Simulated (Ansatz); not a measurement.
```csv
atom,x (Å),y (Å),z (Å)
O,0.2673,-1.5060,-0.5219
C,0.1336,-0.5259,0.4611
C,-0.3458,0.7939,-0.1074
F,-1.5494,0.7026,-0.6705
F,0.5030,1.2411,-1.0496
F,-0.4097,1.7224,0.8535
H,0.9475,-1.2312,-1.1437
H,-0.6133,-0.8718,1.1771
H,1.0669,-0.3251,1.0015
```

Geometry: PBE0-D4/def2-TZVP.

All numbers below come from RKS PBE0-D4/def2-TZVPP (Ansatz 0.2.0).

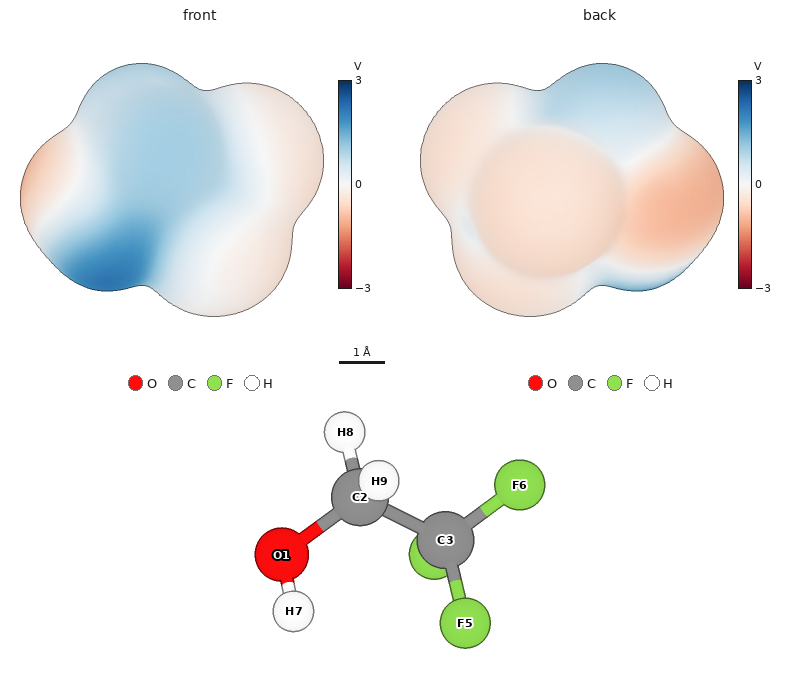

C₂H₃F₃O. The molecular electrostatic potential painted on the density surface at 0.001 e/bohr³, seen from the front and from behind; the colour scale runs from red (negative) to blue (positive). The bare structure is drawn below in the same view.

### Which sites attract a positive test charge, and which a negative one?

A positive charge is drawn to the negative regions and a negative charge to the positive ones. The most negative region (about −1.0 V) lies over O1, the most positive (about +2.1 V) over H7. O1 is the likeliest acceptor of a hydrogen bond.
